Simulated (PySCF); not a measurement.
The calculation's input:

```
{"job": {"kind": "nmr", "xc": "PBE0", "basis": "pcSseg-1"}, "charge": 0, "multiplicity": 1}
C      2.162032    -0.495673    -1.357536
C      0.947562    -1.048545    -0.626592
F      1.362280    -1.555472     0.601265
C     -0.142480    -0.020173    -0.382657
C      0.272247     1.196610     0.476539
C     -0.950070     1.292982     1.414146
Si    -1.521304    -0.452145     0.887898
C     -3.225418    -0.569962     0.134182
N     -4.272108    -0.643518    -0.325519
H      2.931550    -1.260650    -1.430949
H      1.874350    -0.183957    -2.357423
H      2.569676     0.357572    -0.821750
H      0.537768    -1.913077    -1.167404
H     -0.525518     0.293332    -1.355646
H      1.166940     0.960974     1.051006
H      0.457984     2.102651    -0.099113
H     -1.628962     2.092086     1.119753
H     -0.692739     1.450506     2.458403
H     -1.333596    -1.594290     1.773936
```

Run with:

```sh
OMP_NUM_THREADS=1 python probes_run.py task.json out
```

Geometry: GFN2-xTB.

Theory: PBE0/pcSseg-1, SCF density, gas phase, non-relativistic in PySCF.

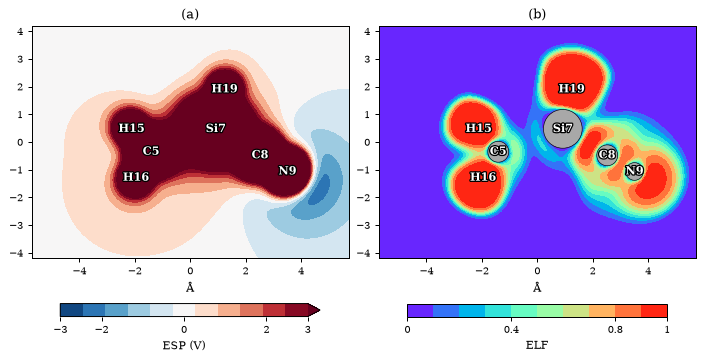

C$_{6}$H$_{10}$FNSi. (a) electrostatic potential; (b) ELF on the plane of atoms H15, C5 and H16. Grey discs cover the atomic cores in the ELF map.

Read the bonding off the picture.

Answer. The section cuts through C, Si, N and H sites. C–N (1.15 Å): the ELF peaks at about 0.90 between the atoms: a short, multiple covalent bond. C–Si (1.87 Å): the ELF peaks at about 1 between the atoms; a covalent bond. C–H (1.09 Å): the ELF climbs to about 1 towards the hydrogen, as it does in any bond to H: a covalent bond by its length. Si–H (1.46 Å): the ELF climbs to about 1 towards the hydrogen. The ELF also peaks beside N9, away from the bonds: lone-pair regions. Outside the dense part of the molecule the potential is most negative (−2.2 V) near N9.
